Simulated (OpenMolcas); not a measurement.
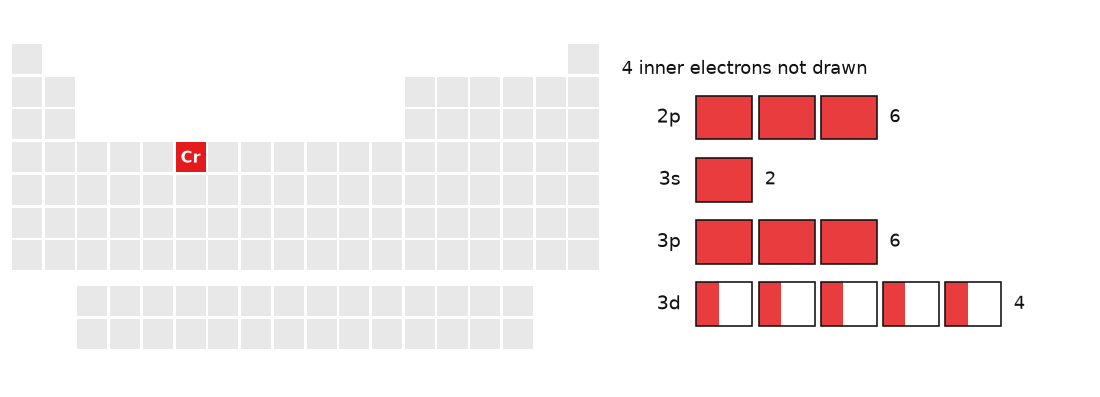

Left, the place of chromium in the periodic table; right, the outer shells of the leading configuration of the lowest level: a box for each of the 2l + 1 orbitals, shaded by the share of the shell that is filled, with the electron count at the right.

# Run report: Cr²⁺ complex, multiconfigurational calculation (part 1 of 2)

- system: Cr²⁺ with 6 ligands (O; octahedron, 2.259 Å), embedded in CaO by model potentials and point charges, whose field is part of the energies.
- method: state-averaged CASSCF, active space 4 electrons in the shell 3d, basis ANO-RCC-VTZP on the metal and ANO-RCC-VDZP on the ligands, DKH2 scalar Hamiltonian, spin-orbit coupling by RASSI with atomic mean-field integrals (OpenMolcas)

### Input file
```
&GATEWAY
Basis set
Cr.ANO-RCC-VTZP.
Cr1 0.0 0.0 0.0 Angstrom
End of basis
Basis set
O.ANO-RCC-VDZP.
L1 2.259000 0.000000 0.000000 Angstrom
L2 0.000000 2.259000 0.000000 Angstrom
L3 0.000000 0.000000 2.259000 Angstrom
End of basis
Basis set
Ca.EMB-AIMP.Pascual.13s7p.1s1p.ECP.CaO.
PseudoCharge
* 3 symmetry-unique lattice sites within 7.6 angstrom
End of basis
Basis set
Ca.EMB-AIMP.Pascual.0s.0s.ECP.CaO.
PseudoCharge
* 24 symmetry-unique lattice sites within 7.6 angstrom
End of basis
Basis set
O.EMB-AIMP.Pascual.0s.0s.ECP.CaO.
PseudoCharge
* 31 symmetry-unique lattice sites within 7.6 angstrom
End of basis
Symmetry
XYZ
AngMom=0.0 0.0 0.0
AMFI
RICD
XField
1037 Angstrom 0
* Evjen-weighted lattice charges
&SEWARD
&RASSCF
FileOrb=start.orb
Symmetry=1
Spin=5
nActEl=4 0 0
Inactive=18 21
Ras2=5 0
CIRoot=5 5 1
SDav=5
CIMx=300
Iter=150 100
PrWF=0.3
OrbListing=Nothing
MaxOrb=0
LevShft=1.0
>>> COPY $Project.JobIph JOB001
&RASSCF
FileOrb=start.orb
Symmetry=1
Spin=3
nActEl=4 0 0
Inactive=18 21
Ras2=5 0
CIRoot=45 45 1
SDav=45
CIMx=300
Iter=150 100
PrWF=0.3
OrbListing=Nothing
MaxOrb=0
LevShft=1.0
>>> COPY $Project.JobIph JOB002
&RASSCF
FileOrb=start.orb
Symmetry=1
Spin=1
nActEl=4 0 0
Inactive=18 21
Ras2=5 0
CIRoot=50 50 1
SDav=50
CIMx=300
Iter=150 100
PrWF=0.3
OrbListing=Nothing
MaxOrb=0
LevShft=1.0
>>> COPY $Project.JobIph JOB003
&RASSI
NrOfJobIphs=3 5 45 50
1 2 3 4 5
1 2 3 4 5 6 7 8 9 10 11 12 13 14 15 16 17 18 19 20 21 22 23 24 25 26 27
28 29 30 31 32 33 34 35 36 37 38 39 40 41 42 43 44 45
1 2 3 4 5 6 7 8 9 10 11 12 13 14 15 16 17 18 19 20 21 22 23 24 25 26 27
28 29 30 31 32 33 34 35 36 37 38 39 40 41 42 43 44 45 46 47 48 49 50
IphNames
JOB001
JOB002
JOB003
EJob
SpinOrbit
DIPRint=1.0
SOCoupling=1000.0
Subsets=2
Property=9
'ANGMOM' 1 'ANGMOM' 2 'ANGMOM' 3 'MLTPL  1' 1 'MLTPL  1' 2 'MLTPL  1' 3
'AMFI' 1 'AMFI' 2 'AMFI' 3
SOProperty=3
'ANGMOM' 1 'ANGMOM' 2 'ANGMOM' 3
```

The file start.orb holds starting orbitals from an earlier step. A driver script formed the levels outside the program, from RASSI's spin-orbit matrix and the active-space energies, averaged over the components of each term or state.

Command:
```bash
OMP_NUM_THREADS=1 MOLCAS_MEM=2457 MOLCAS_PROJECT=a pymolcas a.inp > a.log  # once for each step of the input, in one work folder
```

### Log (extracts)
```
--- SEWARD ---
Basis set label: CR.ANO-RCC...6S5P3D2F1G.

      Electronic valence basis set:
      ------------------
      Associated Effective Charge  24.000000 au
      Associated Actual Charge     24.000000 au
      Nuclear Model: Point charge

      Shell  nPrim  nBasis  Cartesian Spherical Contaminant
         s      21       6        X
         p      15       5        X
         d      10       3                 X
         f       6       2                 X
         g       4       1                 X
                  Relativistic Douglas-Kroll-Hess integrals:
                    - DKH order of Hamiltonian: 2
                    - DKH order of Properties : 0
                  Atomic mean-field integrals
--- RASSCF ---
Wave function specifications:
      -----------------------------

      Number of closed shell electrons          78
      Number of electrons in active shells       4
      Max number of holes in RAS1 space          0
      Max nr of electrons in RAS3 space          0
      Number of inactive orbitals               39
      Number of active orbitals                  5
      Number of secondary orbitals             123
      Spin quantum number                      2.0
      State symmetry                             1
Orbital specifications:
      -----------------------

      Symmetry species                           1   2
                                                ag  au
      Frozen orbitals                            0   0
      Inactive orbitals                         18  21
      Active orbitals                            5   0
      RAS1 orbitals                              0   0
      RAS2 orbitals                              5   0
      RAS3 orbitals                              0   0
      Secondary orbitals                        61  62
      Deleted orbitals                           0   0
      Number of basis functions                 84  83
      Number of CSFs                             5
      Number of root(s) required                 5
      Iter CI   SX   CI       RASSCF       Energy    max ROT     max BLB   max BLB  Level Ln srch  Step   QN
          iter iter root      energy       change     param      element    value   shift minimum  type update
 Nr of preliminary CI iterations:   1
      Total energies have been shifted. Add                -1000.00 au
        1   1   12    0  -505.09402300    0.00E+00  -6.91E-02   20  65 2 -4.88E-01*  1.01   0.00    SX    NO
        2   1   14    0  -506.69636944   -1.60E+00* -4.68E-02   20  65 2 -1.55E-01*  0.71   0.00    SX    NO
        3   1   13    0  -506.99624737   -3.00E-01* -2.02E-02   21  24 2  5.22E-02*  0.67   0.00    SX    NO
        4   1   12    0  -507.03331958   -3.71E-02* -9.36E-03   21  24 2  3.02E-02*  0.68   0.00    SX    NO
        5   1   12    0  -507.04303000   -9.71E-03* -1.01E-02   21  24 2  1.78E-02*  0.68   2.20    LS   YES
        6   1   11    0  -507.04709086   -4.06E-03* -3.66E-03    6  47 1 -6.78E-03*  0.69   1.10    QN   YES
        7   1   11    0  -507.04771183   -6.21E-04* -2.72E-03    6  34 2 -3.51E-03*  0.69   1.76    LS   YES
        8   1   11    0  -507.04785411   -1.42E-04* -9.82E-04    6  34 2 -5.22E-03*  0.69   1.02    QN   YES
        9   1   10    0  -507.04793612   -8.20E-05* -6.11E-04    4  32 2  1.40E-03*  0.69   1.12    QN   YES
       10   1    9    0  -507.04794566   -9.54E-06* -2.37E-04    6  34 2  3.16E-04*  0.69   1.19    QN   YES
       11   1    7    0  -507.04794691   -1.25E-06* -8.28E-05    4  22 2 -8.87E-05   0.69   1.20    QN   YES
       12   1    7    0  -507.04794708   -1.62E-07*  2.14E-05    9  81 2 -2.66E-05   0.69   1.11    QN   YES
       13   1    6    0  -507.04794709   -1.11E-08*  3.21E-05    6  34 2 -1.34E-05   0.69   2.50    LS   YES
       14   1    7    0  -507.04794708    1.27E-08*  1.81E-05    6  24 2  3.09E-05   0.69   0.19    LS   YES
       15   1    6    0  -507.04794709   -1.24E-08*  9.75E-06    6  24 2  1.62E-05   0.69   1.36    QN   YES
       16   1    5    0  -507.04794709   -1.92E-09  -1.34E-06    6  24 2  4.03E-06   0.69   2.50    QN   YES
      Convergence after 16 iterations
       17   1    5    0  -507.04794709    1.03E-10  -1.34E-06   21  24 2  1.34E-06   0.69   2.50    QN   YES
      Natural orbitals and occupation numbers for root  1
      sym 1:   1.000000   1.000000   1.000000   1.000000   0.000000
      Natural orbitals and occupation numbers for root  2
      sym 1:   1.000000   1.000000   0.000000   1.000000   1.000000
      Natural orbitals and occupation numbers for root  3
      sym 1:   0.000000   1.000000   1.000000   1.000000   1.000000
::    RASSCF root number  1 Total energy:  -1507.07287594
::    RASSCF root number  2 Total energy:  -1507.07287594
::    RASSCF root number  3 Total energy:  -1507.03132785
::    RASSCF root number  4 Total energy:  -1507.03132785
::    RASSCF root number  5 Total energy:  -1507.03132785
--- RASSCF ---
Wave function specifications:
      -----------------------------

      Number of closed shell electrons          78
      Number of electrons in active shells       4
      Max number of holes in RAS1 space          0
      Max nr of electrons in RAS3 space          0
      Number of inactive orbitals               39
      Number of active orbitals                  5
      Number of secondary orbitals             123
      Spin quantum number                      1.0
      State symmetry                             1
Orbital specifications:
      -----------------------

      Symmetry species                           1   2
                                                ag  au
      Frozen orbitals                            0   0
      Inactive orbitals                         18  21
      Active orbitals                            5   0
      RAS1 orbitals                              0   0
      RAS2 orbitals                              5   0
      RAS3 orbitals                              0   0
      Secondary orbitals                        61  62
      Deleted orbitals                           0   0
      Number of basis functions                 84  83
      Number of CSFs                            45
      Number of root(s) required                45
      Iter CI   SX   CI       RASSCF       Energy    max ROT     max BLB   max BLB  Level Ln srch  Step   QN
          iter iter root      energy       change     param      element    value   shift minimum  type update
 Nr of preliminary CI iterations:   1
      Total energies have been shifted. Add                -1000.00 au
        1   1   11    0  -506.91523079    0.00E+00  -1.37E-02   23  29 1 -1.72E-02*  0.67   0.00    SX    NO
        2   1   11    0  -506.91684224   -1.61E-03*  5.28E-03    7  34 2 -1.19E-02*  0.65   0.00    SX    NO
        3   1   10    0  -506.91717633   -3.34E-04*  2.57E-03   15  23 1 -3.30E-03*  0.66   0.00    SX    NO
        4   1   10    0  -506.91725808   -8.17E-05* -1.54E-03   15  23 1 -2.13E-03*  0.65   0.00    SX    NO
        5   1    9    0  -506.91727979   -2.17E-05* -1.42E-03   15  23 1 -1.05E-03*  0.66   1.93    LS   YES
        6   1    9    0  -506.91728650   -6.71E-06*  5.18E-04    7  34 2  1.35E-03*  0.66   1.01    QN   YES
        7   1    8    0  -506.91728812   -1.61E-06* -1.05E-04    8  32 2 -2.20E-04*  0.65   0.82    QN   YES
        8   1    7    0  -506.91728836   -2.41E-07* -3.57E-05   23  29 1  3.91E-05   0.65   1.05    QN   YES
        9   1    6    0  -506.91728837   -1.42E-08* -5.35E-05    7  34 2  2.17E-05   0.65   2.50    LS   YES
       10   1    7    0  -506.91728836    1.06E-08* -2.73E-05   23  29 1 -6.66E-05   0.65   0.27    LS   YES
       11   1    7    0  -506.91728837   -1.39E-08* -1.83E-05   23  29 1 -3.42E-05   0.65   1.15    QN   YES
       12   1    5    0  -506.91728837   -1.71E-10  -5.63E-06   23  29 1 -7.87E-06   0.65   0.32    QN   YES
      Convergence after 12 iterations
       13   1    5    0  -506.91728837   -5.08E-10  -5.63E-06    8  32 2 -3.10E-06   0.65   0.32    QN   YES
      Natural orbitals and occupation numbers for root  1
      sym 1:   1.889296   0.999945   0.083633   1.000042   0.027084
      Natural orbitals and occupation numbers for root  2
      sym 1:   0.999945   1.889297   0.027084   1.000041   0.083632
      Natural orbitals and occupation numbers for root  3
      sym 1:   0.999997   0.999999   0.027087   1.889244   0.083673
::    RASSCF root number  1 Total energy:  -1507.01750340
::    RASSCF root number  2 Total energy:  -1507.01750340
::    RASSCF root number  3 Total energy:  -1507.01750340
::    RASSCF root number  4 Total energy:  -1506.98452309
::    RASSCF root number  5 Total energy:  -1506.98452309
::    RASSCF root number  6 Total energy:  -1506.98159500
::    RASSCF root number  7 Total energy:  -1506.98159500
::    RASSCF root number  8 Total energy:  -1506.98159500
::    RASSCF root number  9 Total energy:  -1506.97825314
::    RASSCF root number 10 Total energy:  -1506.97825314
::    RASSCF root number 11 Total energy:  -1506.97825314
::    RASSCF root number 12 Total energy:  -1506.96960173
::    RASSCF root number 13 Total energy:  -1506.96704888
::    RASSCF root number 14 Total energy:  -1506.95144305
::    RASSCF root number 15 Total energy:  -1506.95144305
::    RASSCF root number 16 Total energy:  -1506.94568368
::    RASSCF root number 17 Total energy:  -1506.94568368
::    RASSCF root number 18 Total energy:  -1506.94568368
::    RASSCF root number 19 Total energy:  -1506.93933964
::    RASSCF root number 20 Total energy:  -1506.93933964
::    RASSCF root number 21 Total energy:  -1506.93933964
::    RASSCF root number 22 Total energy:  -1506.93382025
::    RASSCF root number 23 Total energy:  -1506.93382025
::    RASSCF root number 24 Total energy:  -1506.93382025
::    RASSCF root number 25 Total energy:  -1506.91218520
::    RASSCF root number 26 Total energy:  -1506.91218520
::    RASSCF root number 27 Total energy:  -1506.91209427
::    RASSCF root number 28 Total energy:  -1506.91209426
::    RASSCF root number 29 Total energy:  -1506.91209426
::    RASSCF root number 30 Total energy:  -1506.90576733
--- RASSCF ---
Wave function specifications:
      -----------------------------

      Number of closed shell electrons          78
      Number of electrons in active shells       4
      Max number of holes in RAS1 space          0
      Max nr of electrons in RAS3 space          0
      Number of inactive orbitals               39
      Number of active orbitals                  5
      Number of secondary orbitals             123
      Spin quantum number                      0.0
      State symmetry                             1
Orbital specifications:
      -----------------------

      Symmetry species                           1   2
                                                ag  au
      Frozen orbitals                            0   0
      Inactive orbitals                         18  21
      Active orbitals                            5   0
      RAS1 orbitals                              0   0
      RAS2 orbitals                              5   0
      RAS3 orbitals                              0   0
      Secondary orbitals                        61  62
      Deleted orbitals                           0   0
      Number of basis functions                 84  83
      Number of CSFs                            50
      Number of root(s) required                50
      Iter CI   SX   CI       RASSCF       Energy    max ROT     max BLB   max BLB  Level Ln srch  Step   QN
          iter iter root      energy       change     param      element    value   shift minimum  type update
 Nr of preliminary CI iterations:   1
      Total energies have been shifted. Add                -1000.00 au
        1   1   11    0  -506.85301164    0.00E+00  -6.85E-03   21  27 1 -8.46E-03*  0.65   0.00    SX    NO
        2   1   10    0  -506.85343019   -4.19E-04*  2.45E-03    8  32 2 -5.88E-03*  0.64   0.00    SX    NO
        3   1   10    0  -506.85352285   -9.27E-05*  1.36E-03   22  28 1 -1.67E-03*  0.64   0.00    SX    NO
        4   1    9    0  -506.85354692   -2.41E-05* -7.42E-04   15  23 1 -1.01E-03*  0.64   0.00    SX    NO
        5   1    9    0  -506.85355374   -6.83E-06* -5.64E-04   15  23 1 -5.04E-04*  0.64   1.76    LS   YES
        6   1    9    0  -506.85355576   -2.02E-06*  3.99E-04    8  32 2  6.25E-04*  0.64   1.27    QN   YES
        7   1    8    0  -506.85355645   -6.92E-07* -6.56E-05    8  32 2 -1.35E-04*  0.64   0.84    QN   YES
        8   1    6    0  -506.85355655   -9.98E-08* -1.81E-05   21  27 1  1.94E-05   0.64   1.03    QN   YES
        9   1    6    0  -506.85355655   -1.63E-09   7.56E-06    8  32 2  1.37E-05   0.64   0.47    QN   YES
      Convergence after  9 iterations
       10   1    6    0  -506.85355655   -1.24E-09   7.56E-06   21  27 1 -3.37E-06   0.64   0.47    QN   YES
      Natural orbitals and occupation numbers for root  1
      sym 1:   0.996946   1.826407   0.064311   0.996809   0.115527
      Natural orbitals and occupation numbers for root  2
      sym 1:   0.997431   0.996325   0.064244   1.826526   0.115474
      Natural orbitals and occupation numbers for root  3
      sym 1:   1.826503   0.997074   0.115484   0.996682   0.064257
::    RASSCF root number  1 Total energy:  -1506.97356574
::    RASSCF root number  2 Total energy:  -1506.97356574
::    RASSCF root number  3 Total energy:  -1506.97356574
::    RASSCF root number  4 Total energy:  -1506.96917834
::    RASSCF root number  5 Total energy:  -1506.96917834
::    RASSCF root number  6 Total energy:  -1506.94877621
::    RASSCF root number  7 Total energy:  -1506.94112442
::    RASSCF root number  8 Total energy:  -1506.94058718
::    RASSCF root number  9 Total energy:  -1506.94058718
::    RASSCF root number 10 Total energy:  -1506.94058718
::    RASSCF root number 11 Total energy:  -1506.93333722
::    RASSCF root number 12 Total energy:  -1506.93333722
::    RASSCF root number 13 Total energy:  -1506.93333722
::    RASSCF root number 14 Total energy:  -1506.91545403
::    RASSCF root number 15 Total energy:  -1506.91545403
::    RASSCF root number 16 Total energy:  -1506.90097058
::    RASSCF root number 17 Total energy:  -1506.90097058
::    RASSCF root number 18 Total energy:  -1506.90097058
::    RASSCF root number 19 Total energy:  -1506.89258759
::    RASSCF root number 20 Total energy:  -1506.89258759
::    RASSCF root number 21 Total energy:  -1506.88977310
::    RASSCF root number 22 Total energy:  -1506.87201634
::    RASSCF root number 23 Total energy:  -1506.87201634
::    RASSCF root number 24 Total energy:  -1506.87201634
::    RASSCF root number 25 Total energy:  -1506.86789766
::    RASSCF root number 26 Total energy:  -1506.86789766
::    RASSCF root number 27 Total energy:  -1506.86789766
::    RASSCF root number 28 Total energy:  -1506.85163998
::    RASSCF root number 29 Total energy:  -1506.85163998
::    RASSCF root number 30 Total energy:  -1506.85163998
```

(Continued in part 2.) Outcome of the run: converged.
